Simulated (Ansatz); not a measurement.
**Hypothetical diamond Ga: pressure series**

The reference is Ga in the diamond structure (space group Fd-3m, No. 227; a = 5.8843 Å; a hypothetical phase, not in the database extracts checked).

Cell and atoms are relaxed at each pressure.

Levels (all Ansatz, a program for electronic structure, PAW): PBE (420 eV, no SOC); PBEsol (420 eV, scalar-relativistic without spin-orbit coupling).

The base cell above is that of PBE; each level relaxes its own structures.

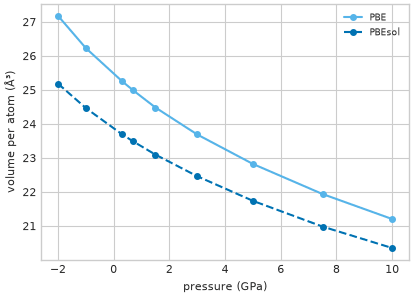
Figure: Volume per atom under two levels

Task: How do the two levels compare along the series?

Result: PBE lies above PBEsol in every row, by 0.85 Å³ to 2.00 Å³. They put the cases in the same order.

Load acts through the strain it causes; cell and atoms are relaxed under it. Whether these cells are dynamically stable was not tested. Competing high-pressure phases were not computed.
